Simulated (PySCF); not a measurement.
# COSe: magnetic properties

What do calculations give for the magnetic properties of COSe (`O=C=[Se]`)?

Programs: PySCF 2.14.0, with routines of our own; each step states its level. All values are computed. Atoms count from 0.

## 1. The system as given

3 atoms, charge 0, multiplicity 1; geometry from: GFN2-xTB.

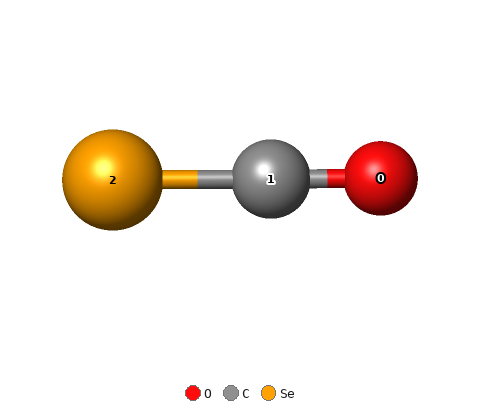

The starting geometry (oxygen red, carbon grey, selenium orange).

## 2. Relaxing the molecule at PBE0-D3(BJ)/def2-SVP

What the job is given:

```
{"job": {"xc": "PBE0", "basis": "def2-SVP", "d3": "d3bj", "grid": 1, "kind": "geom"}, "charge": 0, "multiplicity": 1}
O     -1.142106     0.768361    -0.006480
C     -0.143980     0.188518    -0.004463
Se     1.297567    -0.649011    -0.001611
```

Command:

```console
OMP_NUM_THREADS=1 python excited_run.py task.json out
```

The driver reads the jobs from task.json and runs them one after another.

Standard output:

```text
step   0  E = -2514.10662826  max force = 0.028831
step   1  E = -2514.10783930  max force = 0.002278
step   2  E = -2514.10784317  max force = 0.000402
optimisation converged
```

Run time: 2.8 s. Hardware: 1 thread of Arm Neoverse V1, shared host; peak memory 0.32 GiB.

Relaxation path:

| step | energy from step 0 (eV) | largest force component (eV/Å) |
| --- | --- | --- |
| 0 | 0.0000 | 1.4826 |
| 1 | -0.0330 | 0.1171 |
| 2 | -0.0331 | 0.0207 |

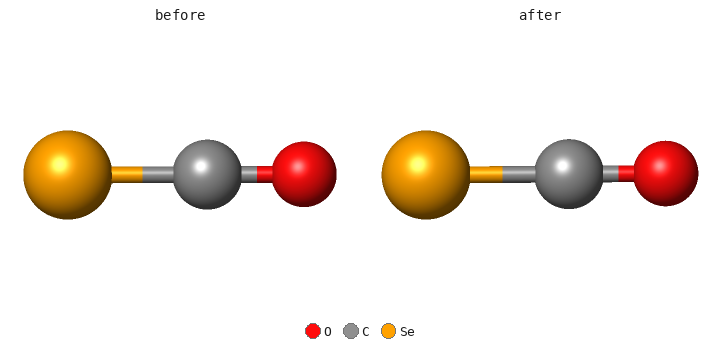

The geometry before (left) and after (right).

Close pairs (by a distance rule), those that changed most:

```csv
bond,before (Å),after (Å),change (Å)
C1–Se2,1.667,1.707,+0.040
O0–C1,1.154,1.154,-0.000
```

The next job starts from the end point, and lists it.

| at the end point | value |
| --- | --- |
| point group (found at 0.08 Å tolerance) | C∞v |
| rotational constants (GHz, main isotopes) | 4.035, 4.035 |
| dipole moment (D) | 0.69 |

## 3. Magnetic properties: GIAO B3LYP/def2-TZVPD

What the job is given:

```
{"job": {"kind": "mag", "xc": "B3LYP", "basis": "def2-TZVPD"}, "charge": 0, "multiplicity": 1}
O     -1.146928     0.769412    -0.013504
C     -0.146866     0.193298    -0.011238
Se     1.331993    -0.659590    -0.007922
```

With the program's defaults for keys left out, this is: GIAO B3LYP/def2-TZVPD magnetisability, rotational g tensor and spin-rotation constants, non-relativistic, gas phase.

Standard output:

```text
coarse grid: 17696 points
cycle   1  E = -2514.8937675217  dE = -3.647e-01  |g| = 7.299e-01  |ddm| = 1.875e+00
cycle   2  E = -2514.3634396937  dE =  5.303e-01  |g| = 1.816e+00  |ddm| = 1.126e+00
cycle   3  E = -2514.9658796564  dE = -6.024e-01  |g| = 2.167e-01  |ddm| = 9.050e-01
cycle   4  E = -2514.9718307125  dE = -5.951e-03  |g| = 1.623e-01  |ddm| = 2.820e-01
cycle   5  E = -2514.9793860514  dE = -7.555e-03  |g| = 2.484e-02  |ddm| = 1.276e-01
cycle   6  E = -2514.9794778676  dE = -9.182e-05  |g| = 4.819e-03  |ddm| = 1.590e-02
cycle   7  E = -2514.9794838178  dE = -5.950e-06  |g| = 8.244e-04  |ddm| = 4.517e-03
final grid: 35496 points
cycle   8  E = -2514.9795032251  dE =  2.142e-09  |g| = 8.999e-04  |ddm| = 1.603e-03
cycle   9  E = -2514.9795029639  dE =  2.611e-07  |g| = 1.297e-03  |ddm| = 1.608e-03
cycle  10  E = -2514.9795032848  dE = -3.209e-07  |g| = 5.811e-04  |ddm| = 1.200e-03
cycle  11  E = -2514.9795033633  dE = -7.847e-08  |g| = 4.477e-05  |ddm| = 3.782e-04
cycle  12  E = -2514.9795033637  dE = -4.306e-10  |g| = 1.848e-05  |ddm| = 3.588e-05
converged SCF energy = -2514.9795033637

Magnetisability tensor (1e-30 J/T^2)
     -807.86       74.63       -0.29
       74.63     -721.37        0.17
       -0.29        0.17     -678.36
isotropic -735.87   principal values    -850.87   -678.36   -678.36
isotropic susceptibility -44.315 1e-6 cm^3/mol

Inertial axes            a          b          c
rot. const./GHz           -     4.0350     4.0350
chi total           -51.241    -40.852    -40.852
chi diamagnetic     -51.241   -308.193   -308.193
chi paramagnetic      0.000    267.341    267.341
quadrupole/D A       -0.837      0.418      0.418
g nuclear                 -     0.4857     0.4857
g electronic              -    -0.5068    -0.5068
g total                   -    -0.0211    -0.0211

Spin-rotation constants (kHz, H = +C I.J)
atom  isotope        aa         bb         cc
  0    17O*           -     -1.734     -1.734
  1    13C*           -      2.311      2.311
  2   77Se*           -      4.766      4.766
* in the singly substituted isotopologue
```

Wall time 7.6 s (1 thread of Arm Neoverse V1, shared host); peak memory 0.57 GiB.

In short:

```
              quantity                value
       magnetisability      -736·10⁻³⁰ J/T²
  molar susceptibility   -44.3·10⁻⁶ cm³/mol
rotational g (a, b, c)  –, -0.0211, -0.0211
```

Orbitals, density, ELF and potential are computed afterwards from the orbital file.

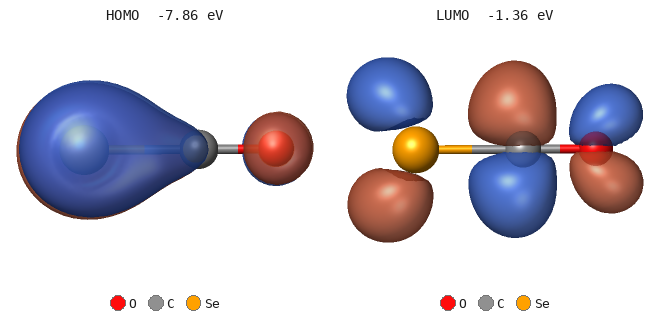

Frontier orbitals at B3LYP/def2-TZVPD; each surface holds 70 % of the orbital's density, blue and red mark the sign.

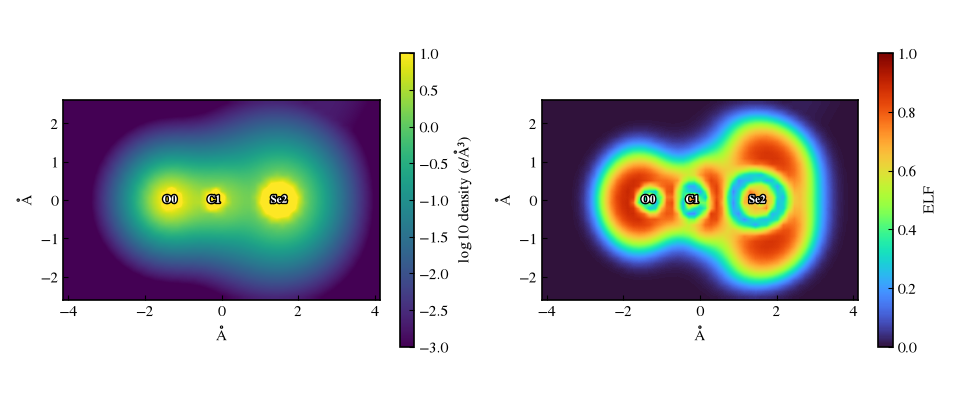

Density (left) and ELF (right) in a plane through or near 3 of the atoms.

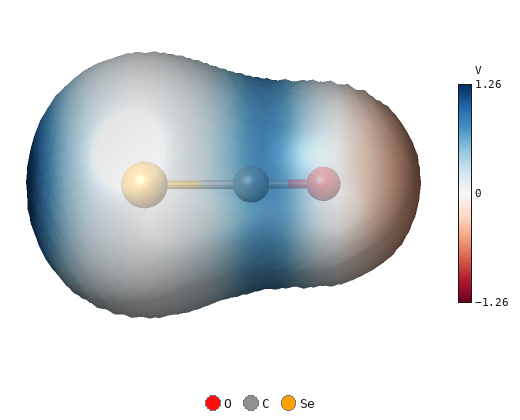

The potential that a unit positive charge feels on the 0.002 e/bohr³ surface, from the 1st to the 99th percentile, from -0.51 V near O0 to 1.26 V near Se2.

## 4. Magnetic properties: GIAO B3LYP/def2-QZVP

What the job is given:

```
{"job": {"kind": "mag", "xc": "B3LYP", "basis": "def2-QZVP"}, "charge": 0, "multiplicity": 1}
O     -1.146928     0.769412    -0.013504
C     -0.146866     0.193298    -0.011238
Se     1.331993    -0.659590    -0.007922
```

Method: GIAO B3LYP/def2-QZVP magnetisability, rotational g tensor and spin-rotation constants, non-relativistic, gas phase.

Standard output:

```text
coarse grid: 17696 points
cycle   1  E = -2514.9363921929  dE = -2.359e+00  |g| = 1.337e+00  |ddm| = 2.006e+00
cycle   2  E = -2514.3671589674  dE =  5.692e-01  |g| = 1.973e+00  |ddm| = 9.449e-01
cycle   3  E = -2514.9120009595  dE = -5.448e-01  |g| = 7.852e-01  |ddm| = 9.984e-01
cycle   4  E = -2515.0196083351  dE = -1.076e-01  |g| = 2.465e-01  |ddm| = 4.597e-01
cycle   5  E = -2515.0289055533  dE = -9.297e-03  |g| = 1.712e-01  |ddm| = 2.574e-01
cycle   6  E = -2515.0365802384  dE = -7.675e-03  |g| = 1.915e-02  |ddm| = 1.098e-01
cycle   7  E = -2515.0366142132  dE = -3.397e-05  |g| = 3.862e-03  |ddm| = 1.152e-02
cycle   8  E = -2515.0366166989  dE = -2.486e-06  |g| = 4.053e-04  |ddm| = 3.015e-03
final grid: 35496 points
cycle   9  E = -2515.0366003235  dE =  5.018e-08  |g| = 6.329e-04  |ddm| = 9.707e-04
cycle  10  E = -2515.0365998077  dE =  5.158e-07  |g| = 1.609e-03  |ddm| = 1.268e-03
cycle  11  E = -2515.0366004154  dE = -6.077e-07  |g| = 1.341e-04  |ddm| = 9.152e-04
cycle  12  E = -2515.0366004181  dE = -2.731e-09  |g| = 4.294e-05  |ddm| = 7.068e-05
cycle  13  E = -2515.0366004184  dE = -2.719e-10  |g| = 1.092e-05  |ddm| = 2.094e-05
converged SCF energy = -2515.0366004184

Magnetisability tensor (1e-30 J/T^2)
     -806.38       73.78       -0.29
       73.78     -720.88        0.17
       -0.29        0.17     -678.36
isotropic -735.21   principal values    -848.90   -678.36   -678.36
isotropic susceptibility -44.275 1e-6 cm^3/mol

Inertial axes            a          b          c
rot. const./GHz           -     4.0350     4.0350
chi total           -51.122    -40.852    -40.852
chi diamagnetic     -51.122   -308.140   -308.140
chi paramagnetic      0.000    267.288    267.288
quadrupole/D A       -0.911      0.456      0.456
g nuclear                 -     0.4857     0.4857
g electronic              -    -0.5067    -0.5067
g total                   -    -0.0210    -0.0210

Spin-rotation constants (kHz, H = +C I.J)
atom  isotope        aa         bb         cc
  0    17O*           -     -1.764     -1.764
  1    13C*           -      2.357      2.357
  2   77Se*           -      5.070      5.070
* in the singly substituted isotopologue
```

Run time: 11 s. Hardware: 1 thread of Arm Neoverse V1, shared host; peak memory 0.73 GiB.

In short:

```csv
quantity,value
magnetisability,-735·10⁻³⁰ J/T²
molar susceptibility,-44.3·10⁻⁶ cm³/mol
"rotational g (a, b, c)","–, -0.0210, -0.0210"
```

## 5. Magnetic properties: GIAO B3LYP/pcSseg-0

What the job is given:

```
{"job": {"kind": "mag", "xc": "B3LYP", "basis": "pcSseg-0"}, "charge": 0, "multiplicity": 1}
O     -1.146928     0.769412    -0.013504
C     -0.146866     0.193298    -0.011238
Se     1.331993    -0.659590    -0.007922
```

With the program's defaults for keys left out, this is: GIAO B3LYP/pcSseg-0 magnetisability, rotational g tensor and spin-rotation constants, non-relativistic, gas phase.

Standard output:

```text
coarse grid: 17696 points
cycle   1  E = -2511.8648689595  dE = -9.323e-01  |g| = 6.828e-01  |ddm| = 2.548e+00
cycle   2  E = -2511.3800468920  dE =  4.848e-01  |g| = 1.757e+00  |ddm| = 1.692e+00
cycle   3  E = -2511.9335105332  dE = -5.535e-01  |g| = 3.060e-01  |ddm| = 1.207e+00
cycle   4  E = -2511.9617969905  dE = -2.829e-02  |g| = 8.832e-02  |ddm| = 4.674e-01
cycle   5  E = -2511.9636643565  dE = -1.867e-03  |g| = 1.209e-02  |ddm| = 7.608e-02
cycle   6  E = -2511.9637020221  dE = -3.767e-05  |g| = 1.080e-03  |ddm| = 1.438e-02
cycle   7  E = -2511.9637022535  dE = -2.313e-07  |g| = 2.442e-04  |ddm| = 1.507e-03
final grid: 35496 points
cycle   8  E = -2511.9636732669  dE =  1.132e-07  |g| = 6.873e-04  |ddm| = 1.053e-03
cycle   9  E = -2511.9636723514  dE =  9.155e-07  |g| = 1.986e-03  |ddm| = 2.856e-03
cycle  10  E = -2511.9636733960  dE = -1.045e-06  |g| = 1.132e-04  |ddm| = 2.035e-03
cycle  11  E = -2511.9636733991  dE = -3.102e-09  |g| = 4.427e-06  |ddm| = 1.094e-04
cycle  12  E = -2511.9636733991  dE = -9.095e-13  |g| = 3.974e-07  |ddm| = 6.923e-06
converged SCF energy = -2511.9636733991

Magnetisability tensor (1e-30 J/T^2)
     -808.99       53.94       -0.21
       53.94     -746.47        0.12
       -0.21        0.12     -715.39
isotropic -756.95   principal values    -840.07   -715.38   -715.38
isotropic susceptibility -45.584 1e-6 cm^3/mol

Inertial axes            a          b          c
rot. const./GHz           -     4.0350     4.0350
chi total           -50.590    -43.081    -43.081
chi diamagnetic     -50.590   -309.339   -309.339
chi paramagnetic      0.000    266.258    266.258
quadrupole/D A       -2.871      1.436      1.436
g nuclear                 -     0.4857     0.4857
g electronic              -    -0.5047    -0.5047
g total                   -    -0.0190    -0.0190

Spin-rotation constants (kHz, H = +C I.J)
atom  isotope        aa         bb         cc
  0    17O*           -     -1.902     -1.902
  1    13C*           -      2.355      2.355
  2   77Se*           -      4.926      4.926
* in the singly substituted isotopologue
```

It took 1.6 s on 1 thread of Arm Neoverse V1, shared host; peak memory 0.42 GiB.

In short:

| quantity | value |
| --- | --- |
| magnetisability | -757·10⁻³⁰ J/T² |
| molar susceptibility | -45.6·10⁻⁶ cm³/mol |
| rotational g (a, b, c) | –, -0.0190, -0.0190 |

## 6. Magnetic properties: GIAO B3LYP/6-311G**

What the job is given:

```
{"job": {"kind": "mag", "xc": "B3LYP", "basis": "6-311G**"}, "charge": 0, "multiplicity": 1}
O     -1.146928     0.769412    -0.013504
C     -0.146866     0.193298    -0.011238
Se     1.331993    -0.659590    -0.007922
```

Method: GIAO B3LYP/6-311G** magnetisability, rotational g tensor and spin-rotation constants, non-relativistic, gas phase.

Standard output:

```text
coarse grid: 17696 points
cycle   1  E = -2514.8120861226  dE = -2.326e+00  |g| = 1.871e+00  |ddm| = 1.933e+00
cycle   2  E = -2514.2222027720  dE =  5.899e-01  |g| = 2.024e+00  |ddm| = 1.182e+00
cycle   3  E = -2514.6318767092  dE = -4.097e-01  |g| = 1.222e+00  |ddm| = 1.478e+00
cycle   4  E = -2514.9009541511  dE = -2.691e-01  |g| = 2.795e-01  |ddm| = 7.864e-01
cycle   5  E = -2514.9053385050  dE = -4.384e-03  |g| = 2.461e-01  |ddm| = 4.308e-01
cycle   6  E = -2514.9231007072  dE = -1.776e-02  |g| = 3.371e-02  |ddm| = 2.183e-01
cycle   7  E = -2514.9231886082  dE = -8.790e-05  |g| = 5.930e-03  |ddm| = 1.889e-02
cycle   8  E = -2514.9231957842  dE = -7.176e-06  |g| = 7.765e-04  |ddm| = 5.386e-03
final grid: 35496 points
cycle   9  E = -2514.9232001990  dE =  7.597e-07  |g| = 1.916e-03  |ddm| = 2.118e-03
cycle  10  E = -2514.9231943165  dE =  5.883e-06  |g| = 5.304e-03  |ddm| = 5.200e-03
cycle  11  E = -2514.9232011360  dE = -6.820e-06  |g| = 1.890e-04  |ddm| = 3.672e-03
cycle  12  E = -2514.9232011426  dE = -6.595e-09  |g| = 6.355e-05  |ddm| = 1.783e-04
cycle  13  E = -2514.9232011435  dE = -8.959e-10  |g| = 1.523e-05  |ddm| = 4.725e-05
converged SCF energy = -2514.9232011435

Magnetisability tensor (1e-30 J/T^2)
     -808.97       69.00       -0.27
       69.00     -729.01        0.16
       -0.27        0.16     -689.24
isotropic -742.41   principal values    -848.73   -689.24   -689.24
isotropic susceptibility -44.709 1e-6 cm^3/mol

Inertial axes            a          b          c
rot. const./GHz           -     4.0350     4.0350
chi total           -51.112    -41.507    -41.507
chi diamagnetic     -51.112   -307.758   -307.758
chi paramagnetic      0.000    266.251    266.251
quadrupole/D A       -0.491      0.245      0.245
g nuclear                 -     0.4857     0.4857
g electronic              -    -0.5047    -0.5047
g total                   -    -0.0190    -0.0190

Spin-rotation constants (kHz, H = +C I.J)
atom  isotope        aa         bb         cc
  0    17O*           -     -1.781     -1.781
  1    13C*           -      2.285      2.285
  2   77Se*           -      5.239      5.239
* in the singly substituted isotopologue
```

It took 3 s on 1 thread of Arm Neoverse V1, shared host; peak memory 0.6 GiB.

Key values:

| quantity | value |
| --- | --- |
| magnetisability | -742·10⁻³⁰ J/T² |
| molar susceptibility | -44.7·10⁻⁶ cm³/mol |
| rotational g (a, b, c) | –, -0.0190, -0.0190 |

## 7. The levels compared

```
                level  ξ (10⁻³⁰ J/T²)  g(a)     g(b)  gap (eV)  functions   time
GIAO B3LYP/def2-TZVPD            -736     –  -0.0211      6.50        134  7.6 s
 GIAO B3LYP/def2-QZVP            -735     –  -0.0210      6.54        189   11 s
  GIAO B3LYP/pcSseg-0            -757     –  -0.0190      6.65         43  1.6 s
  GIAO B3LYP/6-311G**            -742     –  -0.0190      6.61         80    3 s
```

## 8. Summary of results

| quantity | value |
| --- | --- |
| point group | C∞v |
| rotational constants (main isotopes) | 4.03, 4.03 GHz |
| magnetisability (step 3, GIAO B3LYP/def2-TZVPD) | -736·10⁻³⁰ J/T² |
| molar susceptibility (step 3, GIAO B3LYP/def2-TZVPD) | -44.3·10⁻⁶ cm³/mol |
| rotational g (a, b, c) (step 3, GIAO B3LYP/def2-TZVPD) | –, -0.0211, -0.0211 |
| surface potential, 1st and 99th percentile | -0.51 V and 1.26 V |
| magnetisability over the levels | -757 to -735·10⁻³⁰ J/T² |

What this shows: Relaxing lowered the energy by 0.033 eV in 2 steps; the close pair that moved most is C1–Se2, from 1.667 to 1.707 Å. No frequency check was run at this level, so the end point may be a saddle. Steps that list no spin-orbit terms leave them out, which matters at and beside the heavy atoms. The magnetisability spreads by 2.9 % over 4 levels, from GIAO B3LYP/pcSseg-0 (1.6 s) to GIAO B3LYP/def2-QZVP (11 s); the runs took 1.6 s to 11 s. Vibrational averaging and real surroundings are missing from these values.
